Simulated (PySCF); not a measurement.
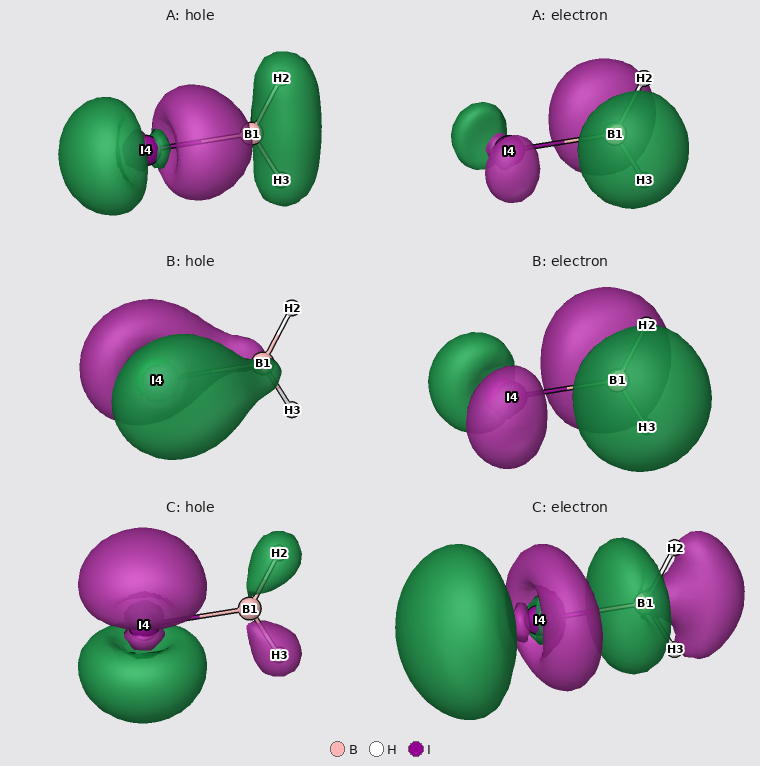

BH2I. Leading natural transition orbital pairs of 3 excited states (TDA singlet states).

Method: M06-2X/def2-TZVP; geometry: GFN2-xTB; program: PySCF. Core potentials replace the inner electrons of I; spin–orbit coupling isn't included. No frequency check shows the geometry to be a minimum. GFN2-xTB bond lengths at metals and heavier atoms can be off by up to 0.1 Å and shapes distorted, which carries into these values. Without diffuse functions Rydberg states are missing, so the states' numbers hold for this basis only.

```csv
state,energy (eV),f
S₂,5.80,0.133
S₃,5.93,0.000
S₅,6.89,0.011
```

Question: Which pair belongs to which state?

Answer: A is S₃ (σ or n → empty p orbital of B1): hole on I4 (56 %) and B1 (28 %), electron on B1 (61 %) and I4 (23 %). B is S₂ (n → empty p orbital of B1): hole on I4 (86 %) and B1 (12 %), electron on B1 (57 %) and I4 (27 %). C is S₅ (partly diffuse acceptor orbital, which a basis without diffuse functions describes poorly): hole on I4 (86 %) and B1 (7 %), electron on I4 (63 %) and B1 (28 %).
